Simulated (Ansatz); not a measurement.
Partial pair distribution functions of a relaxed model of amorphous Al₁₂Sb₁₂Se₃₆, broadened by 0.06 Å; density 4.71 g/cm³. Computed with PBE-D3(BJ), scalar-relativistic without spin-orbit coupling, PAW (Ansatz default set, large-core Se) (plane waves to 420 eV; Ansatz, a first-principles code).

The cell was made by melting and quenching with the CHGNet potential and then relaxed with DFT. The hot cell started wider than the set density and was brought back towards it in steps. It is the lowest in DFT energy of 3 quenches. It is a model cell: composition and starting density were chosen by hand, and all elements were melted together. The geometry includes D3(BJ) dispersion. Its density started from a set value of 4.42 and ended at 4.71 g/cm³. Cooling (nominally 79 K/ps over its main leg) ran many orders faster than in experiment, which tends to leave more defects and strain. A cell of this size samples the disorder only roughly. Volume and shape were free in the relaxation.

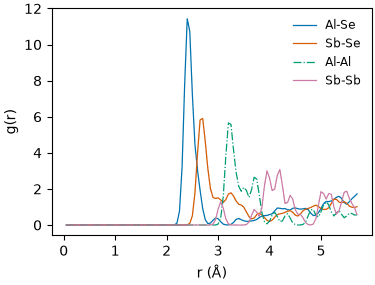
Figure: Partial pair distribution functions

Highest peaks under 4.5 Å: Al-Se near 2.40 Å, Sb-Se near 2.70 Å, Al-Al near 3.20 Å, Sb-Sb near 4.20 Å; pairs of few atoms are noisy.

Within 2.80 Å each Al has 4.33 Se neighbours on average.
